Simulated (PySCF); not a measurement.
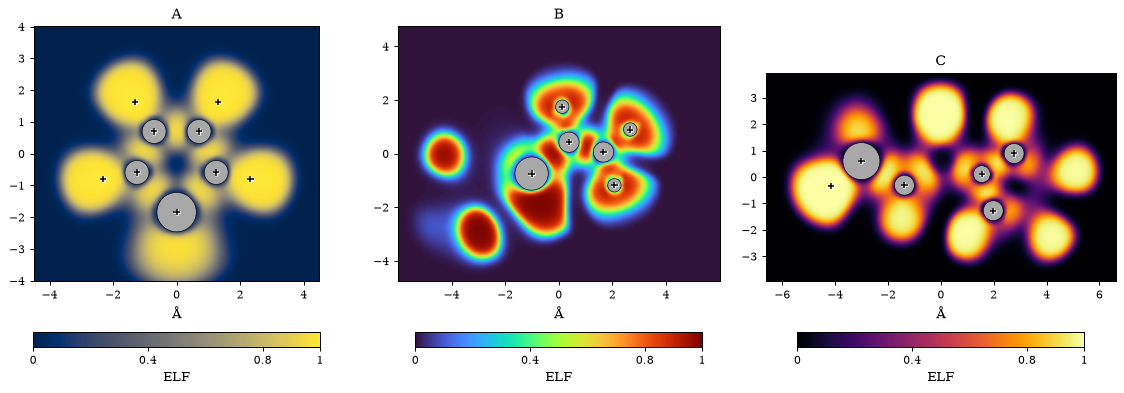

The electron localisation function of 3 systems, each on a plane through atoms (crosses mark nuclei in the plane; grey discs cover the cores).

Computed with PBE0/pcSseg-1, SCF density, gas phase, non-relativistic in PySCF.

System 1: C5H16N2Si2, the plane of atoms C6, N5 and C9. Geometry: PBE0-D3(BJ)/def2-SVP.

```xyz
25

N     3.8149    0.7635    0.8401
Si    3.5622   -0.5876   -0.2254
C     1.7534   -1.0646   -0.1126
Si    0.6249    0.4373   -0.0371
N    -0.9731   -0.0088   -0.5642
C    -1.7386   -1.0766    0.0479
C    -2.9072   -0.3767    0.7684
C    -3.0534    0.9734    0.0346
C    -1.9587    0.9369   -1.0484
H     4.6444    1.3363    0.7290
H     3.5881    0.6653    1.8243
H     3.9074   -0.1046   -1.5977
H     4.4174   -1.7947    0.0479
H     1.5942   -1.6910    0.7820
H     1.4814   -1.6783   -0.9881
H     0.6687    0.9687    1.3713
H     1.0654    1.5244   -0.9606
H    -1.1197   -1.6899    0.7216
H    -2.1318   -1.7583   -0.7325
H    -2.6608   -0.2155    1.8285
H    -3.8267   -0.9804    0.7389
H    -2.8798    1.8106    0.7271
H    -4.0544    1.1153   -0.3997
H    -2.3900    0.5761   -2.0037
H    -1.5114    1.9217   -1.2509
```

System 2: C4H4P (SMILES c1cc[p-]c1) (charge −1), the molecular plane. Geometry: PBE0-D3(BJ)/def2-SVP.

| atom | x (Å) | y (Å) | z (Å) |
| --- | --- | --- | --- |
| C | -1.1643 | -0.2509 | 0.0902 |
| C | 0.2471 | -0.3405 | 0.0483 |
| C | 0.8678 | 0.9113 | 0.0887 |
| P | -0.2951 | 2.2347 | 0.1800 |
| C | -1.6187 | 1.0689 | 0.1605 |
| H | -1.8245 | -1.1277 | 0.0686 |
| H | 0.7886 | -1.2935 | -0.0092 |
| H | 1.9551 | 1.0456 | 0.0644 |
| H | -2.6797 | 1.3398 | 0.2006 |

System 3: C5H9F3P2 (SMILES CP(CCP)C(F)=C(F)F), the plane of atoms C6, C8 and F10. Geometry: PBE0-D3(BJ)/def2-SVP.

```yaml
atoms:
  - { symbol: C, position_ang: [0.2704, -1.5424, 1.1520] }
  - { symbol: P, position_ang: [0.2821, 0.2500, 0.6932] }
  - { symbol: C, position_ang: [-0.4832, 0.1608, -1.0070] }
  - { symbol: C, position_ang: [-1.9355, -0.3001, -1.0223] }
  - { symbol: P, position_ang: [-3.1917, 0.6839, -0.0537] }
  - { symbol: C, position_ang: [2.0128, 0.3622, 0.1416] }
  - { symbol: F, position_ang: [2.4830, -0.5412, -0.7395] }
  - { symbol: C, position_ang: [2.8723, 1.3002, 0.5555] }
  - { symbol: F, position_ang: [4.1132, 1.3818, 0.1563] }
  - { symbol: F, position_ang: [2.5738, 2.2424, 1.4089] }
  - { symbol: H, position_ang: [0.8327, -1.6728, 2.0882] }
  - { symbol: H, position_ang: [-0.7656, -1.8619, 1.3381] }
  - { symbol: H, position_ang: [0.7145, -2.1783, 0.3715] }
  - { symbol: H, position_ang: [0.1328, -0.4980, -1.6422] }
  - { symbol: H, position_ang: [-0.4054, 1.1789, -1.4251] }
  - { symbol: H, position_ang: [-2.0232, -1.3429, -0.6730] }
  - { symbol: H, position_ang: [-2.3040, -0.3158, -2.0615] }
  - { symbol: H, position_ang: [-2.7304, 1.9807, -0.4427] }
  - { symbol: H, position_ang: [-2.4783, 0.7248, 1.1851] }
```

Question: Which map belongs to which system?

Answer: Panel A is system 2, C4H4P: the plane holds C, P and H. C–C (1.40 Å): the ELF peaks at about 0.95 between the atoms (a covalent bond). Panel B is system 3, C5H9F3P2: the plane holds P, C and F. C–F (1.31 Å): the ELF peaks at about 0.85 between the atoms (a polar covalent bond). Panel C is system 1, C5H16N2Si2: the plane holds Si, C, N and H. C–N (1.45 Å): the ELF peaks at about 0.90 between the atoms (a shared electron pair).
